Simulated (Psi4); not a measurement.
# SiH2Br2 (dibromosilane) at BLYP/def2-SVP

What is the vertical ionisation energy of SiH2Br2 (dibromosilane) at BLYP/def2-SVP? 

Program for the calculation: Psi4 1.11.

7 further runs of the same task are left out: 5 that didn't finish, 2 set aside as unsound or not needed.

### 1 The molecule

SiH2Br2: 5 atoms, total charge 0, spin state singlet. As SMILES, `Br[SiH2]Br`. The coordinates come from a PBE0-D4/def2-TZVP relaxation.

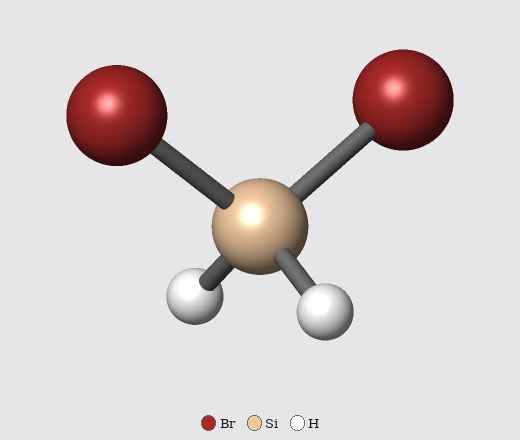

Viewed from a chosen angle; bromine red, silicon light orange, hydrogen white.

### 2 Energy and gradient at BLYP/def2-SVP

File calc.py:

```python
import psi4

psi4.set_memory('2200 MB')
psi4.set_num_threads(1)
psi4.core.set_output_file('br2h2si.out', False)

m = psi4.geometry("""
0 1
Br
Si 1 2.206842
Br 2 2.206794 1 110.75763
H 2 1.47607 3 108.38239 1 118.78728
H 2 1.476071 4 112.5465 3 -119.85311
symmetry c1
no_reorient
no_com
""")

psi4.set_options({
    'puream': True,
    'e_convergence': 1e-09,
    'd_convergence': 1e-08,
    'scf_type': 'pk',
    'dft_radial_points': 99,
    'dft_spherical_points': 590,
})

e_tot, wfn = psi4.gradient('blyp/def2-SVP', return_wfn=True)
psi4.oeprop(wfn, 'MULLIKEN_CHARGES', 'QUADRUPOLE', 'MAYER_INDICES', title='BLYP')
print('gradient / Eh bohr^-1')
print(e_tot.np.round(6))
print(f'energy = {wfn.energy():.10f} Eh')
```

Launch:

```
python calc.py
```

br2h2si.out:

```text
[...]
  Running in c1 symmetry.
[...]
  Nuclear repulsion =  448.279250611994541
[...]
  Multiplicity = 1
[...]
  Nalpha       = 43
  Nbeta        = 43
[...]
    Number of basis functions: 92
[...]
   @RKS iter   1: -5437.73941504713639   -2.14399e+00   2.20579e-02 DIIS/ADIIS
[...]
   @RKS iter  10: -5438.40814858773319   -1.54614e-11   8.38547e-09 DIIS
[...]
  @RKS Final Energy: -5438.40814858773319
   => Energetics <=
    Nuclear Repulsion Energy =            448.2792506119945415
    One-Electron Energy =               -8460.1013438073186990
    Two-Electron Energy =                2777.7828058860750389
    DFT Exchange-Correlation Energy =    -204.3688612784842462
    Empirical Dispersion Energy =           0.0000000000000000
    VV10 Nonlocal Energy =                  0.0000000000000000
    Total Energy =                      -5438.4081485877331943
[...]
  -Total Gradient:
     Atom            X                  Y                   Z
    ------   -----------------  -----------------  -----------------
       1        0.000000146752    -0.001045813859     0.014430189738
       2       -0.000000611271    -0.005461474994    -0.003772855410
       3        0.000000093713     0.013146761422    -0.006093932097
       4        0.004463938373    -0.003335372905    -0.002292469925
       5       -0.004463567521    -0.003335285269    -0.002292494344
[...]
 Multipole Moments:
 ------------------------------------------------------------------------------------
     Multipole            Electronic (a.u.)      Nuclear  (a.u.)        Total (a.u.)
 ------------------------------------------------------------------------------------
 L = 1.  Multiply by 2.5417464519 to convert [e a0] to [Debye]
 Dipole X            :         -0.0000094            0.0000073           -0.0000021
 Dipole Y            :         -5.4737297            5.7937175            0.3199877
 Dipole Z            :         -3.7797671            4.0005190            0.2207519
 Magnitude           :                                                    0.3887461
 L = 2.  Multiply by 1.3450342976 to convert [e a0^2] to [Debye ang]
 Quadrupole XX       :        -48.4321721           10.7639111          -37.6682611
 Quadrupole XY       :         -0.0000189            0.0000125           -0.0000064
[...]
  Mulliken Charges: (a.u.)
   Center  Symbol    Alpha    Beta     Spin     Total
       1    BR    17.59466 17.59466  0.00000 -0.18933
       2    SI     6.75776  6.75776  0.00000  0.48448
       3    BR    17.59467 17.59467  0.00000 -0.18934
       4     H     0.52645  0.52645  0.00000 -0.05290
       5     H     0.52645  0.52645  0.00000 -0.05290
   Total alpha = 43.00000, Total beta = 43.00000, Total charge =  0.00000
  Mayer Bond Indices:
[...]
```

Standard output:

```text
gradient / Eh bohr^-1
[[ 0.0000e+00 -1.0460e-03  1.4430e-02]
 [-1.0000e-06 -5.4610e-03 -3.7730e-03]
 [ 0.0000e+00  1.3147e-02 -6.0940e-03]
 [ 4.4640e-03 -3.3350e-03 -2.2920e-03]
 [-4.4640e-03 -3.3350e-03 -2.2920e-03]]
energy = -5438.4081485877 Eh
```

Wall time 39 s (1 thread of AMD EPYC (Zen 3), shared host); peak memory 0.84 GiB.

### 3 The doublet cation, same level

File run.py:

```python
import psi4

psi4.set_memory('2200 MB')
psi4.set_num_threads(1)
psi4.core.set_output_file('psi4.out', False)

m = psi4.geometry("""
1 2
Br    -1.672690    -1.239290     0.362310
Si     0.158230    -0.046290     0.054680
Br    -0.295570     1.814160    -1.042010
H      1.103430    -0.843230    -0.751710
H      0.706590     0.314640     1.376730
units angstrom
symmetry c1
""")

options = {'reference': 'uks', 'puream': True, 'e_convergence': 1e-09, 'd_convergence': 1e-08, 'scf_type': 'pk', 'dft_radial_points': 99, 'dft_spherical_points': 590, 'maxiter': 100}
psi4.set_options(options)

energy_value, wavefunction = psi4.gradient('blyp/def2-SVP', return_wfn=True)
psi4.oeprop(wavefunction, 'WIBERG_LOWDIN_INDICES', 'MULLIKEN_CHARGES', 'DIPOLE', title='BLYP')
print('gradient / Eh bohr^-1')
print(energy_value.np.round(6))
print(f'energy = {wavefunction.energy():.10f} Eh')
```

Launch:

```
python run.py
```

psi4.out:

```text
[...]
  Running in c1 symmetry.
[...]
  Nuclear repulsion =  448.279262821226382
[...]
  Multiplicity = 2
[...]
  Nalpha       = 43
  Nbeta        = 42
[...]
    Number of basis functions: 92
[...]
   @UKS iter   1: -5437.50013607544224   -1.90471e+00   2.10278e-02 DIIS/ADIIS
[...]
   @UKS iter  18: -5438.04311480279375    0.00000e+00   3.31920e-09 DIIS
[...]
   @S^2 Observed:                7.516601182E-01
[...]
  @UKS Final Energy: -5438.04311480279375
   => Energetics <=
    Nuclear Repulsion Energy =            448.2792628212263821
    One-Electron Energy =               -8439.5635931454489764
    Two-Electron Energy =                2757.2820388477284723
    DFT Exchange-Correlation Energy =    -204.0408233262993747
    Empirical Dispersion Energy =           0.0000000000000000
    VV10 Nonlocal Energy =                  0.0000000000000000
    Total Energy =                      -5438.0431148027937525
[...]
  -Total Gradient:
     Atom            X                  Y                   Z
    ------   -----------------  -----------------  -----------------
       1        0.010404545014     0.011892542944    -0.004529664857
       2        0.000302569918    -0.000079736460     0.000099485349
       3       -0.001487004863    -0.014515377926     0.007619109998
       4       -0.006229404439     0.006030978659     0.006992761843
       5       -0.003024923057    -0.003318435597    -0.010193496890
[...]
 Multipole Moments:
 ------------------------------------------------------------------------------------
     Multipole            Electronic (a.u.)      Nuclear  (a.u.)        Total (a.u.)
 ------------------------------------------------------------------------------------
 L = 1.  Multiply by 2.5417464519 to convert [e a0] to [Debye]
 Dipole X            :         -5.4985225            6.4150284            0.9165059
 Dipole Y            :          1.6060657           -1.8737448           -0.2676791
 Dipole Z            :         -1.8988616            2.2153550            0.3164934
 Magnitude           :                                                    1.0058843
[...]
  Mulliken Charges: (a.u.)
   Center  Symbol    Alpha    Beta     Spin     Total
       1    BR    17.61259 17.21931  0.39328  0.16810
       2    SI     6.74093  6.77410 -0.03316  0.48497
       3    BR    17.61262 17.21925  0.39337  0.16813
       4     H     0.51693  0.39367  0.12326  0.08940
       5     H     0.51693  0.39367  0.12326  0.08940
   Total alpha = 43.00000, Total beta = 42.00000, Total charge =  1.00000
  Wiberg Bond Indices using Orthogonal Lowdin Orbitals:
  Total Bond Index:
[...]
```

Standard output:

```text
gradient / Eh bohr^-1
[[ 1.0405e-02  1.1893e-02 -4.5300e-03]
 [ 3.0300e-04 -8.0000e-05  9.9000e-05]
 [-1.4870e-03 -1.4515e-02  7.6190e-03]
 [-6.2290e-03  6.0310e-03  6.9930e-03]
 [-3.0250e-03 -3.3180e-03 -1.0193e-02]]
energy = -5438.0431148028 Eh
```

Wall time 58 s (1 thread of AMD EPYC (Zen 3), shared host); peak memory 0.83 GiB.

### 4 Results

At BLYP/def2-SVP:

| quantity | value |
| --- | --- |
| singlet SiH2Br2: total energy | -5438.40815 Eh |
| singlet SiH2Br2: dipole moment | 0.99 D |
| singlet SiH2Br2: HOMO energy | -6.96 eV |
| singlet SiH2Br2: LUMO energy | -1.02 eV |
| singlet SiH2Br2: HOMO–LUMO gap | 5.94 eV |
| singlet SiH2Br2: largest force on an atom | 0.745 eV/Å |
| doublet cation: total energy | -5438.04311 Eh |
| doublet cation: HOMO energy (highest over α and β) | -12.94 eV |
| doublet cation: LUMO energy (lowest over α and β) | -12.91 eV |
| doublet cation: ⟨S²⟩ | 0.752 |
| doublet cation: largest force on an atom | 0.846 eV/Å |
| vertical ionisation energy (to the doublet cation) | 9.933 eV |

What this shows: Removing an electron at fixed nuclei costs 9.93 eV (229 kcal/mol). The largest force (singlet SiH2Br2) is 0.75 eV/Å: the shape isn't a stationary point for this species at this level. The negative HOMO energy of the first species, 6.96 eV, lies 2.97 eV below that difference. Mulliken charges (singlet SiH2Br2) run from -0.19 on Br3 to +0.48 on Si2; they depend strongly on the basis. Mulliken charges (doublet cation) run from +0.09 on H4 to +0.48 on Si2.
